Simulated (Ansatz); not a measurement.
# BF (SMILES [B]F): levels of theory compared

We compute a comparison of 6 runs (HF/STO-3G, B3LYP/STO-3G, r2SCAN/STO-3G, CCSDT/STO-3G, UCCSD(T)/STO-3G, FCI/STO-3G) of BF. 

The results are computed with Ansatz 0.2.0.

35 further runs of the same task are left out: 1 that didn't finish, 34 set aside as unsound or not needed.

## Step 1: The structure to begin with

BF has 2 atoms, charge 0, and is taken as a singlet. As SMILES, `[B]F`. The F2–B1 distance was set to 3.158 Å, away from the relaxed value.

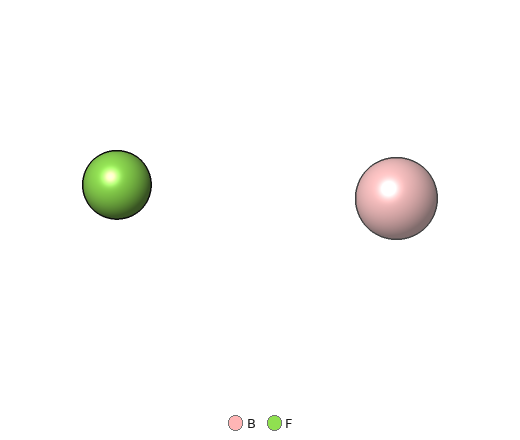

The structure, seen from a chosen angle (boron pink, fluorine green).

## Step 2: A single-point energy at HF/STO-3G (run 1)

run.yaml

```yaml
crystal:
  periodic: [false, false, false]
  atoms:
    - {symbol: B, position_ang: [0.000000, -0.000000, -1.903960]}
    - {symbol: F, position_ang: [-0.000000, 0.000000, 1.253740]}
basis:
  gaussian: {orbitals: STO-3G}
accuracy: high
hamiltonian: {xc: hf}
```

Run with:

```console
$ ansatz run run.yaml --threads 1 --pin off --max-ram 3480MiB --events-out events.jsonl --progress --plain --runs-dir runs
```

Output:

```text
Warning: RAYON_NUM_THREADS=1 ignored (pool sized by the plan → 1); use --threads N
Functional definition: HF
  name "HF"
  exchange = exact_x
  correlation = 0
142 factors; integrals over basis functions are off by at most 8.5e-9 eV
mean field evaluation 1: about -3312.4771 eV, gradient 4.2e0 eV
mean field evaluation 2: about -3312.4780 eV, gradient 4.2e0 eV
mean field evaluation 4: about -3315.2614 eV, gradient 1.0e1 eV
mean field evaluation 8: about -3316.5882 eV, gradient 4.9e0 eV
mean field evaluation 16: about -3316.8989 eV, gradient 6.0e-8 eV
mean field evaluation 32: about -3295.8561 eV, gradient 7.0e1 eV
mean field -3316.89886577 eV, -121.8937850424 hartree, gradient 6.0e-8 eV, S^2 0.000000; 1 other end points of the search recorded, 0 dependent functions left out
reference -3316.89886577 eV, -121.8937850424 hartree; 7, 7 occupied and 3, 3 virtual orbitals, 142 factors
Total energy: -3316.89886577 eV, -121.8937850424 hartree
```

Run time: 0.04 s. Hardware: 1 thread of Intel Xeon 6975P-C (Granite Rapids), shared host.

## Step 3: A single-point energy at B3LYP/STO-3G (run 2)

input.yaml

```yaml
crystal:
  periodic: [false, false, false]
  atoms:
    - symbol: B
      position_ang: [0.000000, -0.000000, -1.903960]
    - symbol: F
      position_ang: [-0.000000, 0.000000, 1.253740]
basis:
  gaussian: {orbitals: STO-3G}
hamiltonian: {xc: {name: B3LYP}}
accuracy: high
```

Run with:

```console
$ ansatz run input.yaml --threads 1 --pin off --max-ram 3480MiB --events-out events.jsonl --progress --plain --runs-dir runs
```

Output:

```text
Warning: RAYON_NUM_THREADS=1 ignored (pool sized by the plan → 1); use --threads N
Functional definition: B3LYP
  name "B3LYP"
  parameter a0 = 0.2
  parameter ax = 0.72
  parameter ac = 0.81
  exchange = (1 - a0 - ax)*slater_x + ax*b88_x + a0*exact_x
  correlation = (1 - ac)*vwn_rpa_c + ac*lyp_c
142 factors; integrals over basis functions are off by at most 8.5e-9 eV
mean field evaluation 1: about -3324.2005 eV, gradient 6.8e0 eV
mean field evaluation 2: about -2949.4122 eV, gradient 1.8e1 eV
mean field evaluation 4: about -3323.8669 eV, gradient 6.2e0 eV
mean field evaluation 8: about -3333.1113 eV, gradient 8.6e-1 eV
mean field evaluation 16: about -3333.1480 eV, gradient 3.0e-8 eV
mean field -3333.14798012 eV, -122.4909289805 hartree, gradient 3.0e-8 eV, S^2 0.000000; 2 other end points of the search recorded, 0 dependent functions left out
reference -3333.14799949 eV, -122.4909296925 hartree; 7, 7 occupied and 3, 3 virtual orbitals, 142 factors
Total energy: -3333.14799949 eV, -122.4909296925 hartree
```

Run time: 0.26 s. Hardware: 1 thread of Intel Xeon 6975P-C (Granite Rapids), shared host.

## Step 4: A single-point energy at r2SCAN/STO-3G (run 3)

in.yaml

```yaml
basis:
  gaussian:
    orbitals: STO-3G
crystal:
  periodic: [false, false, false]
  atoms:
    - {symbol: B, position_ang: [0.000000, -0.000000, -1.903960]}
    - {symbol: F, position_ang: [-0.000000, 0.000000, 1.253740]}
hamiltonian:
  xc: {name: r2SCAN}
accuracy: high
```

Run with:

```console
$ ansatz run in.yaml --threads 1 --pin off --max-ram 3480MiB --events-out events.jsonl --progress --plain --runs-dir runs
```

Output, cut to the lines that bear on the results:

```text
Warning: RAYON_NUM_THREADS=1 ignored (pool sized by the plan → 1); use --threads N
Functional definition: r2SCAN
  name "r2SCAN"
[...]
142 factors; integrals over basis functions are off by at most 8.5e-9 eV
[...]
mean field -3332.47915947 eV, -122.4663502751 hartree, gradient 1.8e-8 eV, S^2 0.000000; 7 other end points of the search recorded, 0 dependent functions left out
reference -3332.47915970 eV, -122.4663502836 hartree; 7, 7 occupied and 3, 3 virtual orbitals, 142 factors
Total energy: -3332.47915970 eV, -122.4663502836 hartree
```

Run time: 1.2 s. Hardware: 1 thread of Intel Xeon 6975P-C (Granite Rapids), shared host; peak memory 0.11 GiB.

Runs 4 to 5 aren't shown in full; the table further down has their settings and results.

## Step 5: A single-point energy at FCI/STO-3G (run 6)

input.yaml

```yaml
crystal:
  periodic: [false, false, false]
  atoms:
    - {symbol: B, position_ang: [0.000000, -0.000000, -1.903960]}
    - {symbol: F, position_ang: [-0.000000, 0.000000, 1.253740]}
basis:
  gaussian:
    orbitals: STO-3G
correlation:
  method: fci
  frozen_orbitals: {B: 1, F: 1}
accuracy: high
```

Run with:

```console
$ ansatz run input.yaml --threads 1 --pin off --max-ram 3480MiB --events-out events.jsonl --progress --plain --runs-dir runs
```

Output, cut to the lines that bear on the results:

```text
Warning: RAYON_NUM_THREADS=1 ignored (pool sized by the plan → 1); use --threads N
[... 2 set-up lines as earlier in the session ...]
[...]
142 factors; integrals over basis functions are off by at most 8.5e-9 eV
[...]
mean field -3316.89886577 eV, -121.8937850424 hartree, gradient 6.0e-8 eV, S^2 0.000000; 4 other end points of the search recorded, 0 dependent functions left out; unrestricted orbitals would lower it
[...]
unrestricted determinant -3323.49771706 eV, -122.1362883541 hartree, S^2 0.9967
2 core orbitals not correlated: weight in the atoms' cores, before any rotation towards them, 1.000 or more for the frozen orbitals, at most 0.000 for the correlated occupied ones
reference -3316.89886577 eV, -121.8937850424 hartree; 5, 5 occupied and 3, 3 virtual orbitals, 142 factors
state -3324.61924571 eV, -122.1775037720 hartree
Total energy: -3324.61924571 eV, -122.1775037720 hartree
```

Wall time 0.12 s (1 thread of Intel Xeon 6975P-C (Granite Rapids), shared host).

## Step 6: The series

| run | level | frozen core orbitals | energy (Eh) | wall time |
| --- | --- | --- | --- | --- |
| 1 | HF/STO-3G | – | -121.893785 | 0.04 s |
| 2 | B3LYP/STO-3G | – | -122.490930 | 0.26 s |
| 3 | r2SCAN/STO-3G | – | -122.466350 | 1.2 s |
| 4 | CCSDT/STO-3G | 2 | -122.177249 | 0.22 s |
| 5 | UCCSD(T)/STO-3G | 2 | -122.177178 | 0.32 s |
| 6 | FCI/STO-3G | 2 | -122.177504 | 0.12 s |

## Step 7: What came out

| quantity | value |
| --- | --- |
| run 6: total energy | -122.17750 Eh |
| run 6: correlation energy (2 core orbitals frozen) | -283.7 mEh |

Against full CI in this basis: HF +283.7 mEh; CCSDT +0.3 mEh; UCCSD(T) +0.3 mEh. Totals of different functionals can't be ranked against each other. In run 4 the log says that unrestricted orbitals would lower the reference, so the values rest on an unstable closed-shell determinant (other closed-shell runs at this shape may share the fault). In runs 1, 2, 3, 4, 5, 6 the basis is minimal, so the values are rough. Spin contamination of the reference: run 5 ⟨S²⟩ = 1.00. Where it is this large, the reference is a mixture of spin states, and values that rest on it are in doubt. All runs together took 2.1 s, the longest 1.2 s.
